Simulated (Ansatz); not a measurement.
GaW8Si16: geometry relaxation (part 3 of 3)

Continued. System: GaW8Si16 (defect cell, 25 atoms in the cell). Method: DFT PBEsol, scalar-relativistic, plane waves, PAW, PAW set soft_1, no spin polarisation (Ansatz 0.2.0); cutoff 420 eV, 3×3×3 k-mesh, Gaussian smearing of 0.15 eV. The structure derives from a Materials Project entry. It belongs to a series of runs on one base structure; here: end point B relaxed.

## Trajectory as extended XYZ, continued
```
25
Lattice="6.4295 0.0000 0.0000 0.0000 6.4295 0.0000 0.0000 0.0000 7.8021" Properties=species:S:1:pos:R:3:forces:R:3 step=4 energy=-95748.58295
Si   -0.0396   -0.0017    2.6506    0.1124   0.0059  -0.2995
Si   -0.1617   -0.0015    5.1473   -0.0611   0.0094   0.0882
W    -0.3035    0.0068    0.1585   -0.8271  -0.0078   0.9194
Si    3.2570    0.0001    2.6499   -0.1114  -0.0008  -0.2952
Si    3.3810    0.0002    5.1477    0.0586   0.0048   0.0861
W     3.5235    0.0080    0.1585    0.8314  -0.0140   0.9296
Si    0.1064    3.2154    2.6085   -0.3761  -0.0040  -0.0674
Si   -0.0590    3.2120    5.1524   -0.3114   0.0051   0.0564
W    -0.0293    3.2147    0.0415    0.6066   0.0146  -0.0962
Si    1.6063    1.9955    6.3768    0.0003   1.5573   0.1963
Si    1.6077    1.5407    1.2672    0.0061  -0.0346   0.1476
W     1.6093    1.5576    3.9085   -0.0166   0.8976   0.2392
Si    3.1116    3.2137    2.6081    0.3710   0.0025  -0.0656
Si    3.2763    3.2100    5.1538    0.3054   0.0051   0.0608
W     3.2462    3.2126    0.0412   -0.6080   0.0330  -0.1013
Si    4.8246    1.6475    6.5385   -0.0004   0.1711  -0.1182
Si    4.8228    1.6707    1.4146    0.0225   0.3834   0.1879
W     4.8236    1.7243    3.9197    0.0086  -1.5565   0.1441
Si    1.6086    4.4108    6.3661   -0.0023  -1.8568   0.0820
Si    1.6092    4.8898    1.2630    0.0019   0.0271   0.1742
W     1.6114    4.8670    3.9037   -0.0425  -0.8837   0.2563
Si    4.8231    4.7863    6.5415    0.0030  -0.1765  -0.1145
Si    4.8212    4.7640    1.4124    0.0252  -0.3771   0.1779
W     4.8214    4.7023    3.9208    0.0378   1.5779   0.1364
Ga    1.6113   -0.0220    6.8460   -0.0340   0.2172  -2.7254
25
Lattice="6.4295 0.0000 0.0000 0.0000 6.4295 0.0000 0.0000 0.0000 7.8021" Properties=species:S:1:pos:R:3:forces:R:3 step=5 energy=-95749.33456
Si   -0.0008   -0.0012    2.6460    0.1012   0.0028  -0.1496
Si   -0.2064    0.0001    5.1293    0.2898  -0.0037   0.4424
W    -0.2819    0.0053    0.1858    0.3830  -0.0169   0.1463
Si    3.2186   -0.0005    2.6463   -0.0997   0.0011  -0.1562
Si    3.4260    0.0009    5.1299   -0.3230  -0.0070   0.4673
W     3.4974    0.0059    0.1849   -0.3788  -0.0217   0.1340
Si    0.0895    3.2154    2.6092    0.0842  -0.0010   0.0615
Si   -0.1261    3.2111    5.1526    0.3126   0.0172   0.1252
W    -0.0184    3.2149    0.0636   -0.1174   0.0138  -0.0479
Si    1.6074    2.0942    6.3758    0.0149  -1.2103   0.5067
Si    1.6085    1.5137    1.2598    0.0014   0.1825   0.1907
W     1.6095    1.6150    3.9263   -0.0093   0.1039  -0.0158
Si    3.1289    3.2149    2.6094   -0.0855  -0.0005   0.0583
Si    3.3444    3.2097    5.1537   -0.3146   0.0199   0.1240
W     3.2361    3.2137    0.0633    0.1144   0.0224  -0.0521
Si    4.8247    1.6532    6.5658   -0.0118  -0.1604   0.0952
Si    4.8234    1.6806    1.4419   -0.0022  -0.2219  -0.2851
W     4.8240    1.6706    3.9284    0.0062  -0.3609   0.0620
Si    1.6095    4.3054    6.3615    0.0077   1.2263   0.4776
Si    1.6093    4.9185    1.2532   -0.0032  -0.1867   0.1984
W     1.6099    4.8100    3.9212   -0.0117  -0.0934   0.0353
Si    4.8239    4.7798    6.5679   -0.0089   0.1511   0.0879
Si    4.8224    4.7537    1.4401    0.0025   0.2145  -0.2727
W     4.8234    4.7575    3.9298    0.0069   0.3652   0.0614
Ga    1.6064   -0.0177    6.6507    0.0416  -0.0362  -2.2959
25
Lattice="6.4295 0.0000 0.0000 0.0000 6.4295 0.0000 0.0000 0.0000 7.8021" Properties=species:S:1:pos:R:3:forces:R:3 step=7 energy=-95750.31157
Si    0.0239   -0.0011    2.6386   -0.0783  -0.0026   0.0853
Si   -0.3081    0.0011    5.1220    0.0806  -0.0027   0.0889
W    -0.1696    0.0040    0.1396    0.3067  -0.0137  -0.0294
Si    3.1937   -0.0009    2.6391    0.0807  -0.0032   0.0800
Si    3.5260    0.0013    5.1222   -0.1037  -0.0045   0.1067
W     3.3870    0.0042    0.1399   -0.3157  -0.0161  -0.0514
Si    0.0832    3.2152    2.6289   -0.0656  -0.0004  -0.0259
Si   -0.1026    3.2111    5.1832    0.1301   0.0085   0.0775
W    -0.0462    3.2150    0.0951   -0.0818   0.0115  -0.1437
Si    1.6080    2.0869    6.4934    0.0091  -0.9005   0.5891
Si    1.6089    1.5500    1.3058    0.0002   0.1791   0.1335
W     1.6091    1.6356    3.9584   -0.0034   0.0958  -0.1546
Si    3.1349    3.2151    2.6289    0.0650  -0.0005  -0.0266
Si    3.3206    3.2106    5.1838   -0.1326   0.0104   0.0763
W     3.2639    3.2146    0.0948    0.0812   0.0128  -0.1435
Si    4.8240    1.6450    6.5887   -0.0049   0.0002   0.0434
Si    4.8237    1.6151    1.4140   -0.0022  -0.0869  -0.0774
W     4.8236    1.6788    3.9199    0.0029   0.0121   0.0379
Si    1.6089    4.3124    6.4745    0.0053   0.9561   0.5937
Si    1.6091    4.8814    1.2960   -0.0009  -0.1781   0.1519
W     1.6092    4.7884    3.9542   -0.0036  -0.0999  -0.1323
Si    4.8238    4.7868    6.5898   -0.0049  -0.0048   0.0365
Si    4.8235    4.8172    1.4136   -0.0012   0.0837  -0.0715
W     4.8236    4.7504    3.9215    0.0005  -0.0147   0.0405
Ga    1.6075   -0.0138    6.2508    0.0367  -0.0412  -1.2861
25
Lattice="6.4295 0.0000 0.0000 0.0000 6.4295 0.0000 0.0000 0.0000 7.8021" Properties=species:S:1:pos:R:3:forces:R:3 step=9 energy=-95750.89998
Si    0.0035   -0.0016    2.6436    0.0598  -0.0001  -0.0551
Si   -0.3862   -0.0016    5.0835    0.0860   0.0001   0.0993
W    -0.0693   -0.0016    0.0756   -0.0398  -0.0003   0.0457
Si    3.2142   -0.0016    2.6436   -0.0598  -0.0001  -0.0546
Si    3.6038   -0.0016    5.0836   -0.0861   0.0002   0.0987
W     3.2870   -0.0015    0.0756    0.0399  -0.0007   0.0460
Si    0.0347    3.2131    2.6132    0.0337   0.0003   0.0286
Si   -0.0356    3.2131    5.2362    0.0301   0.0001   0.0075
W    -0.1243    3.2132    0.0889    0.1135  -0.0003   0.0742
Si    1.6089    1.9951    6.7233    0.0000  -0.0917  -0.0868
Si    1.6088    1.6035    1.3627   -0.0001  -0.0555   0.0589
W     1.6088    1.6753    3.9327    0.0004   0.0503  -0.0531
Si    3.1830    3.2131    2.6132   -0.0338   0.0003   0.0287
Si    3.2533    3.2131    5.2363   -0.0301  -0.0001   0.0067
W     3.3420    3.2131    0.0890   -0.1139   0.0004   0.0734
Si    4.8236    1.6415    6.5728    0.0001  -0.0225  -0.0060
Si    4.8236    1.5731    1.3941    0.0002  -0.0329  -0.0264
W     4.8236    1.7316    3.9183   -0.0006  -0.1103  -0.0812
Si    1.6089    4.4308    6.7231   -0.0001   0.0914  -0.0855
Si    1.6089    4.8228    1.3626   -0.0003   0.0553   0.0591
W     1.6089    4.7508    3.9327   -0.0005  -0.0504  -0.0534
Si    4.8235    4.7848    6.5728    0.0004   0.0220  -0.0064
Si    4.8236    4.8531    1.3941    0.0000   0.0329  -0.0261
W     4.8235    4.6947    3.9184    0.0003   0.1101  -0.0822
Ga    1.6088   -0.0018    5.9070    0.0006   0.0017  -0.0108
25
Lattice="6.4295 0.0000 0.0000 0.0000 6.4295 0.0000 0.0000 0.0000 7.8021" Properties=species:S:1:pos:R:3:forces:R:3 step=10 energy=-95750.90616
Si    0.0096   -0.0016    2.6417   -0.0030   0.0002   0.0059
Si   -0.3846   -0.0016    5.0985   -0.0498   0.0005  -0.0159
W    -0.0684   -0.0016    0.0740   -0.0552   0.0004   0.0400
Si    3.2081   -0.0016    2.6418    0.0032   0.0001   0.0057
Si    3.6023   -0.0016    5.0984    0.0497   0.0004  -0.0157
W     3.2861   -0.0017    0.0740    0.0549   0.0006   0.0398
Si    0.0374    3.2131    2.6165   -0.0035  -0.0002   0.0028
Si   -0.0373    3.2131    5.2321   -0.0017  -0.0006   0.0149
W    -0.1131    3.2131    0.0926    0.0052  -0.0002  -0.0035
Si    1.6088    1.9920    6.7106   -0.0001   0.0480   0.0157
Si    1.6089    1.5975    1.3652   -0.0001   0.0043  -0.0057
W     1.6089    1.6756    3.9330   -0.0002   0.0551  -0.0399
Si    3.1803    3.2131    2.6165    0.0034  -0.0003   0.0027
Si    3.2550    3.2131    5.2321    0.0018  -0.0004   0.0149
W     3.3308    3.2131    0.0926   -0.0052  -0.0005  -0.0032
Si    4.8236    1.6445    6.5769    0.0003   0.0017  -0.0147
Si    4.8236    1.5698    1.3905    0.0000   0.0038  -0.0028
W     4.8236    1.7203    3.9144    0.0002  -0.0046   0.0035
Si    1.6089    4.4342    6.7106   -0.0003  -0.0481   0.0156
Si    1.6088    4.8287    1.3652    0.0000  -0.0044  -0.0054
W     1.6088    4.7506    3.9330    0.0000  -0.0551  -0.0401
Si    4.8236    4.7817    6.5769    0.0002  -0.0013  -0.0147
Si    4.8236    4.8564    1.3904    0.0000  -0.0039  -0.0021
W     4.8236    4.7060    3.9144   -0.0001   0.0041   0.0023
Ga    1.6089   -0.0016    5.9047    0.0000   0.0004  -0.0001
25
Lattice="6.4295 0.0000 0.0000 0.0000 6.4295 0.0000 0.0000 0.0000 7.8021" Properties=species:S:1:pos:R:3:forces:R:3 step=11 energy=-95750.90631
Si    0.0095   -0.0016    2.6430    0.0093  -0.0004   0.0007
Si   -0.3862   -0.0016    5.0975    0.0079  -0.0003   0.0070
W    -0.0749   -0.0016    0.0767    0.0640  -0.0004  -0.0231
Si    3.2082   -0.0016    2.6430   -0.0094  -0.0001   0.0009
Si    3.6039   -0.0016    5.0975   -0.0078   0.0000   0.0069
W     3.2925   -0.0015    0.0767   -0.0637  -0.0019  -0.0229
Si    0.0364    3.2131    2.6155    0.0026   0.0004  -0.0004
Si   -0.0377    3.2131    5.2340    0.0045   0.0007  -0.0110
W    -0.1137    3.2131    0.0921   -0.0076   0.0002   0.0002
Si    1.6088    1.9934    6.7115    0.0000  -0.0076  -0.0073
Si    1.6088    1.5979    1.3640    0.0000  -0.0105  -0.0002
W     1.6088    1.6821    3.9303    0.0009  -0.0636   0.0231
Si    3.1812    3.2130    2.6155   -0.0024   0.0004  -0.0002
Si    3.2554    3.2131    5.2340   -0.0047   0.0002  -0.0110
W     3.3314    3.2130    0.0921    0.0077   0.0018   0.0001
Si    4.8236    1.6448    6.5750   -0.0002  -0.0040   0.0110
Si    4.8236    1.5708    1.3915   -0.0001  -0.0026   0.0000
W     4.8236    1.7209    3.9149   -0.0009   0.0070  -0.0002
Si    1.6089    4.4328    6.7115    0.0002   0.0072  -0.0070
Si    1.6088    4.8283    1.3640    0.0001   0.0106  -0.0006
W     1.6089    4.7441    3.9303   -0.0004   0.0634   0.0229
Si    4.8236    4.7814    6.5750   -0.0003   0.0039   0.0114
Si    4.8236    4.8555    1.3916   -0.0002   0.0026  -0.0006
W     4.8235    4.7053    3.9148    0.0006  -0.0071   0.0003
Ga    1.6088   -0.0016    5.9045    0.0000   0.0001   0.0001
25
Lattice="6.4295 0.0000 0.0000 0.0000 6.4295 0.0000 0.0000 0.0000 7.8021" Properties=species:S:1:pos:R:3:forces:R:3 step=13 energy=-95750.90683
Si    0.0098   -0.0016    2.6428   -0.0005   0.0000   0.0002
Si   -0.3862   -0.0016    5.0981    0.0006   0.0000  -0.0004
W    -0.0714   -0.0016    0.0759    0.0001   0.0002  -0.0013
Si    3.2079   -0.0016    2.6428    0.0005  -0.0001   0.0002
Si    3.6039   -0.0016    5.0981   -0.0006  -0.0004  -0.0004
W     3.2891   -0.0017    0.0759   -0.0001   0.0007  -0.0015
Si    0.0370    3.2131    2.6159    0.0001   0.0001   0.0001
Si   -0.0374    3.2131    5.2330   -0.0007   0.0002  -0.0002
W    -0.1137    3.2131    0.0923    0.0003   0.0000   0.0001
Si    1.6088    1.9935    6.7109    0.0002  -0.0009   0.0004
Si    1.6089    1.5975    1.3642    0.0000   0.0005  -0.0003
W     1.6089    1.6786    3.9311   -0.0002  -0.0002   0.0013
Si    3.1807    3.2131    2.6159   -0.0001   0.0001   0.0001
Si    3.2551    3.2131    5.2330    0.0007   0.0003  -0.0002
W     3.3314    3.2132    0.0923   -0.0004  -0.0010   0.0000
Si    4.8236    1.6446    6.5761    0.0000   0.0006   0.0002
Si    4.8236    1.5702    1.3911    0.0000  -0.0001   0.0000
W     4.8236    1.7209    3.9147    0.0004  -0.0002  -0.0001
Si    1.6088    4.4327    6.7109   -0.0001   0.0007   0.0003
Si    1.6088    4.8287    1.3642    0.0000  -0.0005  -0.0002
W     1.6088    4.7476    3.9311    0.0001   0.0002   0.0016
Si    4.8236    4.7816    6.5760    0.0000  -0.0006   0.0002
Si    4.8236    4.8560    1.3911    0.0000   0.0000  -0.0001
W     4.8236    4.7053    3.9147   -0.0004   0.0003   0.0002
Ga    1.6089   -0.0016    5.9045    0.0000   0.0003   0.0001
```

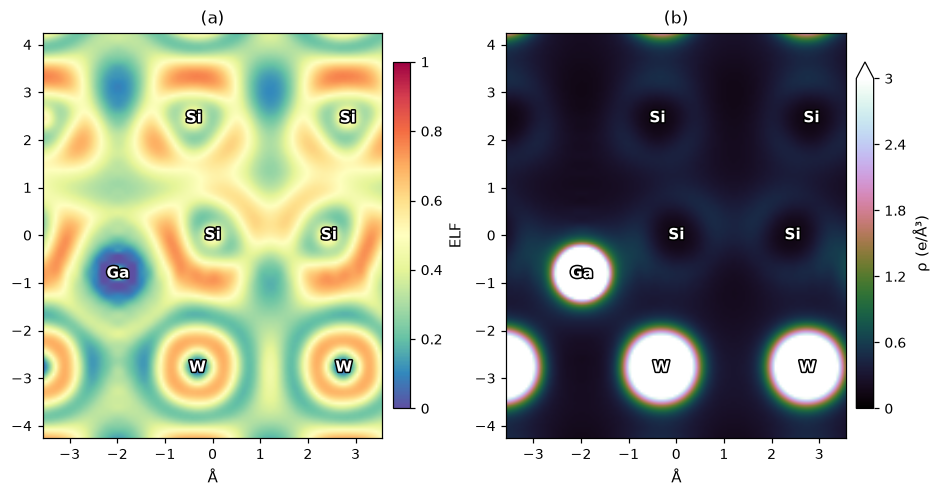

Fig. 1: (a) ELF; (b) valence electron density on the (100) plane of the calculation cell. Atoms in the plane: Si, W and Ga. Ga–Si (2.15 Å): the density is about 0.61 e/Å³ at the midpoint; the ELF peaks at about 0.75 between the atoms, which marks a covalent bond. Si–Si (2.44 Å): ρ is about 0.41 e/Å³ halfway, a local maximum along the line; the ELF is about 0.55 at the midpoint. Ga–W (2.59 Å): the density is about 0.4 e/Å³ at the midpoint; the ELF is about 0.30 at the midpoint; no localised pair between them. Si–Si (2.49 Å): ρ is about 0.37 e/Å³ halfway, a local maximum along the line; the ELF is about 0.50 at the midpoint. Away from the nuclei the density in this plane falls to 0.15 e/Å³ at its lowest. The strong features right at W lie inside the PAW spheres (semicore, d or f shells) and say nothing about bonding. The fields are those of the smooth PAW valence density.
